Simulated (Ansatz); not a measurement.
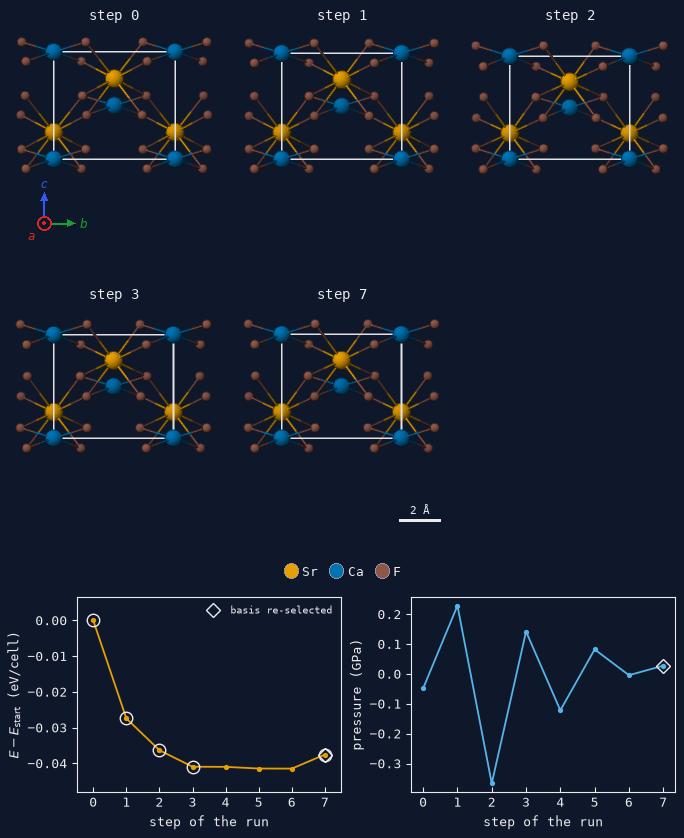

Frames of a relaxation of solid SrCaF$_{4}$ (built on the BPO4-82 type type), marked on the history of the run. The picture is a ball-and-stick view of the conventional cell (2 times the calculation's cell), seen along the a axis. Lengths and directions refer to the drawn axes.

These are results of DFT, r2SCAN+rVV10, plane waves, PAW in Ansatz, not measurements. Set-up: plane-wave cutoff 500 eV; k-point mesh 6 × 6 × 6; occupations fermi dirac; smearing width 0.03 eV; no spin polarisation; cell and atoms relaxed; force threshold 0.01 eV/Å; at most 120 steps.

Question: What happens along the run?

Answer: The largest moves relative to the cell, 0.10 Å, are those of F atoms. Sr and Ca stay in place. The drawn cell changes as follows: a = b 6.030 → 5.948 Å (−1.4 %), c 5.336 → 5.161 Å (−3.3 %); the volume changes by −5.9 %. Among the contacts that change: F–Sr 2.689 → 2.599 Å, Ca–Sr 3.297 → 3.242 Å, Ca–F 2.162 → 2.195 Å, F–Sr 2.435 → 2.458 Å. Among the angles between lasting bonds that change: Sr–F–Sr 158.0° → 154.6°, Sr–F–Ca 91.4° → 88.1°. The space group stays I-4 (No. 82). After 6 accepted moves (7 points after the start) the energy has fallen by 37.5 meV per cell of the calculation. Largest force component: 0.16 eV/Å at the start, 0.00065 eV/Å at the end. Pressure: −0.05 GPa at the start and 0.03 GPa at the end. At 1 point the geometry stayed and the basis and grid were re-selected for the new cell (energy shift of 3.9 meV per cell of the calculation at most each time). From step 0 to 1: F atoms move most (0.05 Å), volume −3.3 %, energy −27.4 meV per cell of the calculation. From step 1 to 2: F atoms move most (0.08 Å), volume −3.3 %, energy −8.9 meV per cell of the calculation. From step 2 to 3: F atoms move most (0.04 Å), volume +0.4 %, energy −4.6 meV per cell of the calculation. From step 3 to 7: volume +0.1 %, energy +3.4 meV per cell of the calculation.

```tsv
step	E − E(0), meV/atom	largest force component, eV/Å	pressure, GPa	volume, Å³/atom	note
0	0.00	0.1613	-0.05	16.172	
1	-4.57	0.1044	0.23	15.644	
2	-6.06	0.0628	-0.37	15.134	
3	-6.82	0.0167	0.14	15.193	
4	-6.83	0.0104	-0.12	15.263	
5	-6.91	0.0093	0.08	15.203	
6	-6.91	0.0006	0.00	15.215	
7	-6.26	0.0006	0.03	15.215	same geometry, new basis
```
